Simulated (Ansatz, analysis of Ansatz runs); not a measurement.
## Reproducing a measured vacancy formation: monovacancy in Pb

Aim: the vacancy formation of the monovacancy in Pb, to be set beside the measurement. Set-up: PBE, 64-site cell, measured lattice, 420 eV, k: 3x3x3 Gamma-centred. The model is a cell of 64 host atoms with 1 Pb taken out. The formation energy is the energy of the cell with the vacancy less that of the same number of atoms in the perfect cell.

**The experiment.** Vacancy formation energy: 0.58 eV (quoted in “Nonuniversal structure of point defects in face-centered cubic metals”, 2021, Pui-Wai Ma and S. L. Dudarev, quoting earlier work (1991)). The calculation is set beside it at the end.

Main program and level: Ansatz 0.2.0; plane-wave PAW DFT, PBE; relaxation of all atoms of a defect supercell.

## (1) Starting point

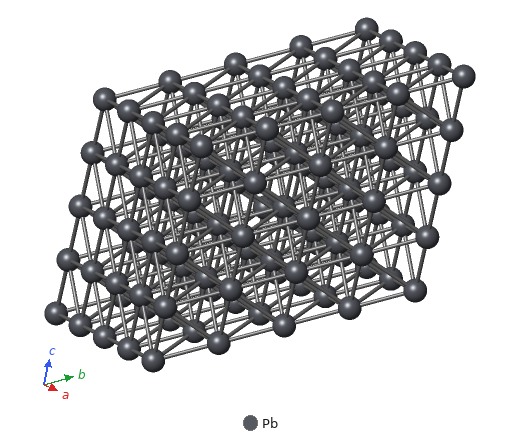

Start, viewed slightly off an axis; lead dark grey. Some periodic images of atoms are drawn too.

The cell holds 63 atoms: 63 Pb. Cell: a = 14.001 Å, b = 14.001 Å, c = 14.001 Å, α = 60.0°, β = 60.0°, γ = 60.0°. It derives from Pb (space group Fm-3m). Nearest the centre at fractional (0.500, 0.500, 0.500): Pb58 at 3.50 Å, Pb31 at 3.50 Å, Pb46 at 3.50 Å, Pb54 at 3.50 Å, Pb57 at 3.50 Å, Pb28 at 3.50 Å, Pb27 at 3.50 Å, Pb43 at 3.50 Å.

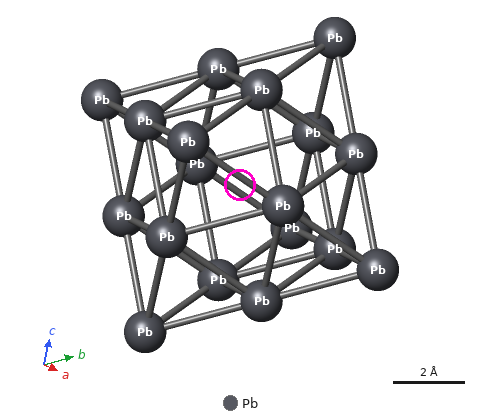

The atoms within 5 Å of the centre. A ring marks the centre wherever it is empty.

The host's primitive cell comes from a first run (plane-wave PAW DFT, PBE; relaxation of the host's atoms at the measured cell): vectors of 3.500, 3.500 and 3.500 Å. That is 30.32 Å³ an atom. The supercell is built on it.

## (2) Relaxation, charge 0

Every later number rests on the structure around the defect, so the atoms are relaxed at the host's lattice first.

File relax/input.yaml:

```yaml
relax:
  f_tol: 0.02
  max_steps: 80
  escape_saddle: false
crystal:
  lattice:
    - [0.0, 9.90008, 9.90008]
    - [9.90008, 0.0, 9.90008]
    - [9.90008, 9.90008, 0.0]
  atoms:
    - { symbol: Pb, position: [0.0, 0.0, 0.0] }
    - { symbol: Pb, position: [0.0, 0.0, 0.25] }
    - { symbol: Pb, position: [0.0, 0.0, 0.5] }
    - { symbol: Pb, position: [0.0, 0.0, 0.75] }
    - { symbol: Pb, position: [0.0, 0.25, 0.0] }
    - { symbol: Pb, position: [0.0, 0.25, 0.25] }
    - { symbol: Pb, position: [0.0, 0.25, 0.5] }
    - { symbol: Pb, position: [0.0, 0.25, 0.75] }
    - { symbol: Pb, position: [0.0, 0.5, 0.0] }
    - { symbol: Pb, position: [0.0, 0.5, 0.25] }
    - { symbol: Pb, position: [0.0, 0.5, 0.5] }
    - { symbol: Pb, position: [0.0, 0.5, 0.75] }
    - { symbol: Pb, position: [0.0, 0.75, 0.0] }
    - { symbol: Pb, position: [0.0, 0.75, 0.25] }
    - { symbol: Pb, position: [0.0, 0.75, 0.5] }
    - { symbol: Pb, position: [0.0, 0.75, 0.75] }
    - { symbol: Pb, position: [0.25, 0.0, 0.0] }
    - { symbol: Pb, position: [0.25, 0.0, 0.25] }
    - { symbol: Pb, position: [0.25, 0.0, 0.5] }
    - { symbol: Pb, position: [0.25, 0.0, 0.75] }
    - { symbol: Pb, position: [0.25, 0.25, 0.0] }
    - { symbol: Pb, position: [0.25, 0.25, 0.25] }
    - { symbol: Pb, position: [0.25, 0.25, 0.5] }
    - { symbol: Pb, position: [0.25, 0.25, 0.75] }
    - { symbol: Pb, position: [0.25, 0.5, 0.0] }
    - { symbol: Pb, position: [0.25, 0.5, 0.25] }
    - { symbol: Pb, position: [0.25, 0.5, 0.5] }
    - { symbol: Pb, position: [0.25, 0.5, 0.75] }
    - { symbol: Pb, position: [0.25, 0.75, 0.0] }
    - { symbol: Pb, position: [0.25, 0.75, 0.25] }
    - { symbol: Pb, position: [0.25, 0.75, 0.5] }
    - { symbol: Pb, position: [0.25, 0.75, 0.75] }
    - { symbol: Pb, position: [0.5, 0.0, 0.0] }
    - { symbol: Pb, position: [0.5, 0.0, 0.25] }
    - { symbol: Pb, position: [0.5, 0.0, 0.5] }
    - { symbol: Pb, position: [0.5, 0.0, 0.75] }
    - { symbol: Pb, position: [0.5, 0.25, 0.0] }
    - { symbol: Pb, position: [0.5, 0.25, 0.25] }
    - { symbol: Pb, position: [0.5, 0.25, 0.5] }
    - { symbol: Pb, position: [0.5, 0.25, 0.75] }
    - { symbol: Pb, position: [0.5, 0.5, 0.0] }
    - { symbol: Pb, position: [0.5, 0.5, 0.25] }
    - { symbol: Pb, position: [0.5, 0.5, 0.75] }
    - { symbol: Pb, position: [0.5, 0.75, 0.0] }
    - { symbol: Pb, position: [0.5, 0.75, 0.25] }
    - { symbol: Pb, position: [0.5, 0.75, 0.5] }
    - { symbol: Pb, position: [0.5, 0.75, 0.75] }
    - { symbol: Pb, position: [0.75, 0.0, 0.0] }
    - { symbol: Pb, position: [0.75, 0.0, 0.25] }
    - { symbol: Pb, position: [0.75, 0.0, 0.5] }
    - { symbol: Pb, position: [0.75, 0.0, 0.75] }
    - { symbol: Pb, position: [0.75, 0.25, 0.0] }
    - { symbol: Pb, position: [0.75, 0.25, 0.25] }
    - { symbol: Pb, position: [0.75, 0.25, 0.5] }
    - { symbol: Pb, position: [0.75, 0.25, 0.75] }
    - { symbol: Pb, position: [0.75, 0.5, 0.0] }
    - { symbol: Pb, position: [0.75, 0.5, 0.25] }
    - { symbol: Pb, position: [0.75, 0.5, 0.5] }
    - { symbol: Pb, position: [0.75, 0.5, 0.75] }
    - { symbol: Pb, position: [0.75, 0.75, 0.0] }
    - { symbol: Pb, position: [0.75, 0.75, 0.25] }
    - { symbol: Pb, position: [0.75, 0.75, 0.5] }
    - { symbol: Pb, position: [0.75, 0.75, 0.75] }
basis:
  ecutwfc: 420
  xc_grid: 2
hamiltonian:
  xc: pbe
kpoints:
  mp_grid: { grid: [3, 3, 3] }
scf:
  occupations: { method: methfessel_paxton, width: 0.1 }
  max_iter: 120
output:
  forces: true
checkpoint:
  write: "../relax.run"
  compress: false
  write_wavefunctions: true
  write_every: 100000
```

Launch:

```
$ ansatz run input.yaml --threads 4 --pin off --max-ram 7536MiB --backend cpu --events-out ev --progress --plain --runs-dir out
```

Numbers of over 12 decimals in the logs are rounded to 6 here.

What it wrote:

```text
[... repeated set-up lines and file paths are left out, and long positions are rounded to six places ...]
Engine: ansatz 0.2.0, aarch64-unknown-linux-gnu
Pseudopotentials: kind: paw
Pseudopotential: Pb, paw, valence charge 14, recommended cutoff 420 eV (normal), Pb.paw.azcp
Functional definition: PBE
  parameter kappa = 0.804
  parameter beta = 0.066725
  exchange = pbe_x(kappa = kappa, mu = beta*pi^2/3)
  correlation = pbe_c(beta = beta)
Crystal: 63 atoms, lattice volume = 1940.645 Å³
Basis set: ecut = 420 eV, 38013 PW (Γ), exchange–correlation on 192×192×192 points (8 copies of the dense FFT grid, shifted against one another)
Bands: 530, of which v1, the nominal top of the filled ones, is band 441 counted from 1 (440 counted from 0)
Symmetry: 48 space group operations
Space group: Fm-3m (ITA 225), of the structure as read, at distance tolerance 1.2e-4 Å
k-points: 4 of 27
Non-local potential: Pb, projectors of the file, l = 0: 2, l = 1: 2, l = 2: 2, l = 3: 2
PAW form: soft (Blöchl's): semilocal exchange-correlation on the pseudo side does not see the compensation charge
PAW one-centre angular grid: Pb, 590 points (default); XC on 64 Gauss nodes
Initial density: superposition of atomic densities (neutral atoms: chi_scale 0, normalization atom), corrected by the library's trained network
Initial wavefunctions: pseudopotential atomic-orbital guess
Functional: x = pbe(κ = 0.804, μ = 0.219515), c = pbe(β = 0.066725)
SCF iter   1: F=—  HF=-750102.301900 eV  |F-HF|=—  |Δ(HF+E_count)|=         —  Δρ=7.91e-4  dr2=3.24e-2  ethr=1.77e-3  ⟨swp⟩=7.2  Hψ=8712  notcnv=0  defer=18
preconditioner: auto → Kerker (q_TF=auto, 2.392 Å⁻¹)  [metal: Δε(μ)=0.060 eV  Ē_g=15.836 eV  σ=0.100 eV  W_gap=0.49  n_scr=458 (ndim 8)  ℏωp=25.0 eV  f_vac=0.007  D(μ)=72.13/eV (n_scr^D=536)]
SCF iter   2: F=—  HF=-750102.330688 eV  |F-HF|=—  |Δ(HF+E_count)|=   2.88e-2  S|Δr|=    0.00e0  Δρ=5.59e-4  dr2=1.45e-2  ethr=3.67e-6  ⟨swp⟩=2.2  Hψ=3978  notcnv=0  defer=22
SCF iter   3: F=—  HF=-750102.330271 eV  |F-HF|=—  |Δ(HF+E_count)|=   4.17e-4  S|Δr|=    0.00e0  Δρ=1.52e-4  dr2=7.59e-4  ethr=1.65e-6  ⟨swp⟩=2.0  Hψ=2164  notcnv=0  defer=22
SCF iter   4: F=—  HF=-750102.329977 eV  |F-HF|=—  |Δ(HF+E_count)|=   2.94e-4  S|Δr|=    0.00e0  Δρ=8.26e-5  dr2=2.54e-4  ethr=8.61e-8  ⟨swp⟩=2.0  Hψ=2357  notcnv=0  defer=22
SCF iter   5: F=—  HF=-750102.330044 eV  |F-HF|=—  |Δ(HF+E_count)|=   6.75e-5  S|Δr|=    0.00e0  Δρ=4.21e-5  dr2=6.56e-4  ethr=2.88e-8  ⟨swp⟩=3.0  Hψ=3963  notcnv=0  defer=22
SCF iter   6: F=—  HF=-750102.330001 eV  |F-HF|=—  |Δ(HF+E_count)|=   4.32e-5  S|Δr|=    0.00e0  Δρ=1.66e-5  dr2=4.91e-5  ethr=2.88e-8  ⟨swp⟩=2.0  Hψ=2170  notcnv=0  defer=22
SCF iter   7: F=-750102.330002 eV  HF=-750102.330002 eV  |F-HF|=2.34e-7  |Δ(HF+E_count)|=   9.85e-7  S|Δr|=    0.00e0  Δρ=8.28e-6  dr2=5.63e-6  ethr=1.13e-9  ⟨swp⟩=3.0  Hψ=6321  notcnv=0
SCF 1 converged in 7 iterations: F = -750102.330002 eV  dr2 = 5.63e-6
  greatest PAW one-centre occupation: 0.978 electrons in one spin orbital (limit 2), on the Pb atom at site 32 (counted from 0), in its partial waves of l = 2
relax step   1: F+E_penalty+E_count = -750102.33000215 eV  Δ(F+E_penalty+E_count) = +0.000e0 eV  max|allowed force component| = 7.749e-2 eV/Å  Δτ_max = 0.0000 Å  (7 SCF iters, dr2 threshold 1.00e-5 eV, accepted)
[... the SCF cycles and remarks between the steps are left out from here to the last step ...]
relax step   2: F+E_penalty+E_count = -750102.36926850 eV  Δ(F+E_penalty+E_count) = -3.927e-2 eV  max|allowed force component| = 3.919e-2 eV/Å  Δτ_max = 0.0384 Å  (8 SCF iters, accepted)
SCF iter   1: F=—  HF=-750102.383669 eV  |F-HF|=—  |Δ(HF+E_count)|=         —  Δρ=4.58e-4  dr2=2.06e-2  ethr=3.39e-5  ⟨swp⟩=5.8  Hψ=4740  notcnv=0  defer=198
SCF iter   2: F=—  HF=-750102.382831 eV  |F-HF|=—  |Δ(HF+E_count)|=   8.37e-4  S|Δr|=    0.00e0  Δρ=3.08e-4  dr2=1.05e-2  ethr=2.33e-6  ⟨swp⟩=2.0  Hψ=2513  notcnv=0  defer=196
SCF iter   3: F=—  HF=-750102.381599 eV  |F-HF|=—  |Δ(HF+E_count)|=   1.23e-3  S|Δr|=    0.00e0  Δρ=5.29e-5  dr2=3.54e-4  ethr=1.20e-6  ⟨swp⟩=2.0  Hψ=2116  notcnv=0  defer=196
SCF iter   4: F=—  HF=-750102.381599 eV  |F-HF|=—  |Δ(HF+E_count)|=   7.68e-7  S|Δr|=    0.00e0  Δρ=2.60e-5  dr2=4.66e-5  ethr=4.02e-8  ⟨swp⟩=2.8  Hψ=2300  notcnv=0  defer=196
SCF iter   5: F=—  HF=-750102.381275 eV  |F-HF|=—  |Δ(HF+E_count)|=   3.24e-4  S|Δr|=    0.00e0  Δρ=1.09e-5  dr2=1.43e-5  ethr=5.29e-9  ⟨swp⟩=2.0  Hψ=2321  notcnv=0  defer=196
SCF iter   6: F=—  HF=-750102.381274 eV  |F-HF|=—  |Δ(HF+E_count)|=   4.63e-7  S|Δr|=    0.00e0  Δρ=5.43e-6  dr2=2.49e-6  ethr=1.63e-9  ⟨swp⟩=2.0  Hψ=2268  notcnv=0  defer=196
SCF iter   7: F=—  HF=-750102.381275 eV  |F-HF|=—  |Δ(HF+E_count)|=   1.25e-6  S|Δr|=    0.00e0  Δρ=2.55e-6  dr2=5.24e-7  ethr=2.82e-10  ⟨swp⟩=2.0  Hψ=2339  notcnv=0  defer=196
SCF iter   8: F=-750102.381276 eV  HF=-750102.381276 eV  |F-HF|=4.07e-8  |Δ(HF+E_count)|=   5.28e-7  S|Δr|=    0.00e0  Δρ=9.36e-7  dr2=3.01e-8  ethr=1.13e-11  ⟨swp⟩=3.2  Hψ=6875  notcnv=0
SCF 3 converged in 8 iterations: F = -750102.381276 eV  dr2 = 3.01e-8
relax step   3: F+E_penalty+E_count = -750102.38127594 eV  Δ(F+E_penalty+E_count) = -1.201e-2 eV  max|allowed force component| = 8.009e-3 eV/Å  Δτ_max = 0.0388 Å  (8 SCF iters, accepted)
NSCF: frozen V_eff on 4 k-points
the band table was solved once a step of the walk had ended and its energy, with any forces and stress, was formed, with the checks that follow a solve (7581 applications of the Hamiltonian). They found nothing against the state; [...]
SCF converged after 8 iterations
Stability not checked: this state was not tested for a lower state beside it, because cold or Methfessel-Paxton smearing, or corrected tetrahedra, fill the levels in a way that the test cannot read (fill_not_monotonic; see scf.lower_state_search)
Free energy (F): -750102.381276 eV
Harris-Foulkes:  -750102.381276 eV  (|F-HF|=4.07e-8)
Internal energy: -750102.367756 eV  (E = F + TS)
E sigma→0 (E₀):  -750102.377896 eV
Entropy (-TS):   -0.013520 eV (-0.215 meV/atom)
Fermi energy:    10.799595 eV
Step filling:    the computed levels leave a gap of 0.0000 eV = 0.0 smearing widths at the electron count; against every level under it full and every level over it empty, smearing changes F+E_penalty+E_count by +5.182 meV and its σ→0 estimate by +8.562 meV
--- Per-component energies (eV) ---
  E_band       = -2510.622549
  E_kinetic    = 18209.774878
  E_local      = -65370.226935  (includes V_loc(G=0)·N_el)
  E_nonlocal   = 22020.457320
  E_hartree    = 26032.270275
  E_xc         = -13915.341162
  E_vxc        = -8355.179093  (∫ρ·V_xc dr)
  E_paw        = -655544.874524  (= ΣΔE_a)
  E_vpaw       = -21079.996914  (= ΣTr[D̂ρ^β])
  E_aug_tail   = 0.003200  (compensation charges beyond the density's cutoff)
  E_ewald      = -81534.430808
  E_smearing   = -0.013520  (= −TS)
  E_closure    = 0.000000  (closes the sum)
  Σ components = -750102.381276   (vs F -750102.381276, Δ=0.00e0)
--- Forces (eV/Å), atoms counted from 1 ---
  atom   1  Pb     0.00000000     0.00000000    -0.00000000
  atom   2  Pb     0.00142447     0.00142447     0.00000000
  [... 28 atoms left out ...]
  atom  31  Pb     0.00800863    -0.00800863     0.00000000
  [... 7 atoms left out ...]
  atom  39  Pb    -0.00800863    -0.00000000    -0.00800863
  atom  40  Pb     0.00000000     0.00800863    -0.00800863
  [... 1 atom left out ...]
  atom  42  Pb    -0.00800863    -0.00800863    -0.00000000
  atom  43  Pb     0.00800863     0.00800863     0.00000000
  [... 1 atom left out ...]
  atom  45  Pb    -0.00000000    -0.00800863     0.00800863
  atom  46  Pb     0.00800863    -0.00000000     0.00800863
  [... 7 atoms left out ...]
  atom  54  Pb    -0.00800863     0.00800863     0.00000000
  [... 2 atoms left out ...]
  atom  57  Pb    -0.00800863     0.00000000     0.00800863
  atom  58  Pb     0.00000000     0.00800863     0.00800863
  [... 5 atoms left out ...]
  max |Σ_I F_I| component: 2.21e-17 eV/Å
--- Band table (eV) ---
  k-point 0: bands = ["-6.5021", "-6.5021", "-6.5021", "-6.4276", [... 522 left out ...] "14.7519", "14.7519", "15.2567", "15.2567"]
  k-point 1: bands = ["-6.4865", "-6.4865", "-6.4864", "-6.4494", [... 522 left out ...] "15.2178", "15.2178", "15.2279", "15.2330"]
  [... further k-points left out ...]
--- Relaxed structure (3 steps of the walk, 3 accepted, 0 SCFs on fresh bases) ---
  F+E_penalty+E_count = -750102.38127594 eV   max|allowed force component| = 8.009e-3 eV/Å
  atoms:
    - { symbol: Pb, position: [0, 0, 0] }
    - { symbol: Pb, position: [0, 0, 0.249046] }
    [... 28 atoms left out ...]
    - { symbol: Pb, position: [0.255513, 0.744487, 0.500000] }
    [... 7 atoms left out ...]
    - { symbol: Pb, position: [0.500000, 0.255513, 0.500000] }
    - { symbol: Pb, position: [0.500000, 0.255513, 0.744487] }
    [... 1 atom left out ...]
    - { symbol: Pb, position: [0.500000, 0.500000, 0.255513] }
    - { symbol: Pb, position: [0.500000, 0.500000, 0.744487] }
    [... 1 atom left out ...]
    - { symbol: Pb, position: [0.500000, 0.744487, 0.255513] }
    - { symbol: Pb, position: [0.500000, 0.744487, 0.500000] }
    [... 7 atoms left out ...]
    - { symbol: Pb, position: [0.744487, 0.255513, 0.500000] }
    [... 2 atoms left out ...]
    - { symbol: Pb, position: [0.744487, 0.500000, 0.255513] }
    - { symbol: Pb, position: [0.744487, 0.500000, 0.500000] }
    [... 5 atoms left out ...]
```

Elapsed: 7.1 min, on 4 threads of Arm Neoverse V2, shared host; peak memory 6.9 GiB.

Step by step:

```csv
step,energy less that of the first step (eV),largest force component (eV/Å)
1,0.0000,0.0775
2,-0.0393,0.0392
3,-0.0513,0.0080
```

The run keeps the 48 symmetry operations that it works with, so distortions that break them were not tested.

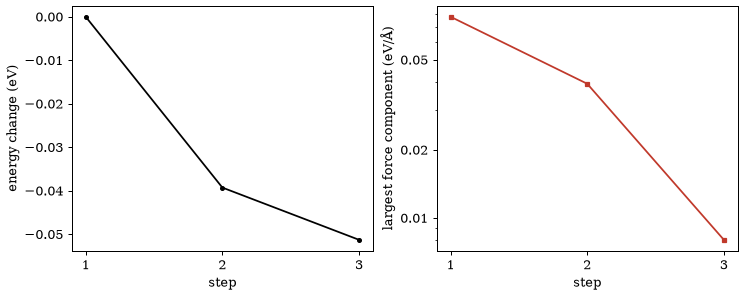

Energy and largest force along the relaxation.

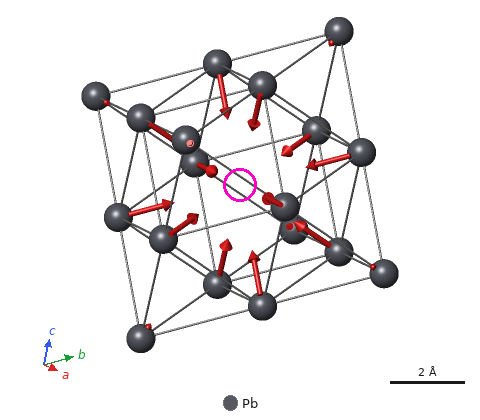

Displacements in the relaxation near the centre, exaggerated; the longest in the cell stands for 0.08 Å. A ring marks the centre wherever it is empty.

The atoms that moved most (Å):

```csv
atom,dx,dy,dz,length
Pb58,0.000,-0.055,-0.055,0.077
Pb46,-0.055,0.000,-0.055,0.077
Pb43,-0.055,-0.055,0.000,0.077
Pb28,-0.055,0.000,0.055,0.077
Pb40,0.000,-0.055,0.055,0.077
Pb31,-0.055,0.055,0.000,0.077
Pb54,0.055,-0.055,0.000,0.077
Pb57,0.055,0.000,-0.055,0.077
```

The atoms nearest to the centre after the run:

```csv
atom,distance (Å)
Pb43,3.423
Pb58,3.423
Pb46,3.423
Pb40,3.423
Pb28,3.423
Pb31,3.423
Pb57,3.423
Pb54,3.423
Pb45,3.423
Pb42,3.423
Pb27,3.423
Pb39,3.423
```

Numbers from this step:

* free energy: -750102.3813 eV
* smearing term TS: 0.01352 eV

## (3) Defect-free supercell

The perfect cell is run with the same cutoff and k-points as the defect cell, so that sampling errors largely cancel in the difference.

This step: plane-wave PAW DFT, PBE; single point of the defect-free supercell.

System of this step: The cell holds 64 atoms: 64 Pb. Cell: a = 14.001 Å, b = 14.001 Å, c = 14.001 Å, α = 60.0°, β = 60.0°, γ = 60.0°.

File host/input.yaml:

```yaml
crystal:
  lattice:
    - [0.0, 9.90008, 9.90008]
    - [9.90008, 0.0, 9.90008]
    - [9.90008, 9.90008, 0.0]
  atoms:
    - { symbol: Pb, position: [0.0, 0.0, 0.0] }
    - { symbol: Pb, position: [0.0, 0.0, 0.25] }
    - { symbol: Pb, position: [0.0, 0.0, 0.5] }
    - { symbol: Pb, position: [0.0, 0.0, 0.75] }
    - { symbol: Pb, position: [0.0, 0.25, 0.0] }
    - { symbol: Pb, position: [0.0, 0.25, 0.25] }
    - { symbol: Pb, position: [0.0, 0.25, 0.5] }
    - { symbol: Pb, position: [0.0, 0.25, 0.75] }
[... 50 atom lines left out ...]
    - { symbol: Pb, position: [0.75, 0.5, 0.5] }
    - { symbol: Pb, position: [0.75, 0.5, 0.75] }
    - { symbol: Pb, position: [0.75, 0.75, 0.0] }
    - { symbol: Pb, position: [0.75, 0.75, 0.25] }
    - { symbol: Pb, position: [0.75, 0.75, 0.5] }
    - { symbol: Pb, position: [0.75, 0.75, 0.75] }
basis:
  ecutwfc: 420
  xc_grid: 2
hamiltonian:
  xc: pbe
kpoints:
  mp_grid: { grid: [3, 3, 3] }
scf:
  occupations: { method: methfessel_paxton, width: 0.1 }
  max_iter: 120
output:
  forces: true
```

What it wrote:

```text
[...]
Crystal: 64 atoms, lattice volume = 1940.645 Å³
Basis set: ecut = 420 eV, 38013 PW (Γ), exchange–correlation on 192×192×192 points (8 copies of the dense FFT grid, shifted against one another)
Bands: 512, of which v1, the nominal top of the filled ones, is band 448 counted from 1 (447 counted from 0)
Symmetry: 3072 space group operations
[...]
k-points: 4 of 27
[...]
SCF iter   1: F=—  HF=-762008.743701 eV  |F-HF|=—  |Δ(HF+E_count)|=         —  Δρ=7.79e-4  dr2=7.13e-3  ethr=1.77e-3  ⟨swp⟩=6.8  Hψ=8122  notcnv=0
[...]
SCF iter   6: F=-762008.774366 eV  HF=-762008.774366 eV  |F-HF|=1.95e-7  |Δ(HF+E_count)|=   1.25e-6  S|Δr|=    0.00e0  Δρ=3.90e-6  dr2=3.76e-7  ethr=1.12e-10  ⟨swp⟩=4.0  Hψ=5818  notcnv=0
SCF 1 converged in 6 iterations: F = -762008.774366 eV  dr2 = 3.76e-7
[...]
SCF converged after 6 iterations
[...]
Free energy (F): -762008.774366 eV
[...]
Internal energy: -762008.722123 eV  (E = F + TS)
E sigma→0 (E₀):  -762008.761306 eV
Entropy (-TS):   -0.052243 eV (-0.816 meV/atom)
Fermi energy:    11.008998 eV
[...]
```

Elapsed: 75 s, on 4 threads; peak memory 5.9 GiB; 4.8 min of CPU time.

In the SCF lines HF is the Harris–Foulkes energy and dr2 the Hartree energy of the density residual, in eV; the loop may stop once dr2 is under the threshold and the program's other checks hold. Hψ counts applications of the Hamiltonian.

This step gave:

| Quantity | Value |
| --- | --- |
| free energy | -762008.7744 eV |
| smearing term TS | 0.05224 eV |

## (4) Outcome

This set-up is not sound: off the functional's own lattice the cell is under pressure, and the pressure times the atomic volume enters this difference of energies. For the record: Vacancy formation energy: computed 0.00 eV, measured 0.58 eV; 0.58 eV below the measurement.

[Logs are printed without paths, hosts, clocks, repeated set-up lines and the standing remarks that a program may print on its own settings, such as how far it seeks lower states.]

[Hosts, paths, dates, database ids (printed as entryN), source tags and the programs' standing remarks are cut or masked in the printed files.]

[For some hosts the program warned that the k-mesh of the response run may be too coarse for force constants and the static dielectric constant; such warnings are not shown here.]
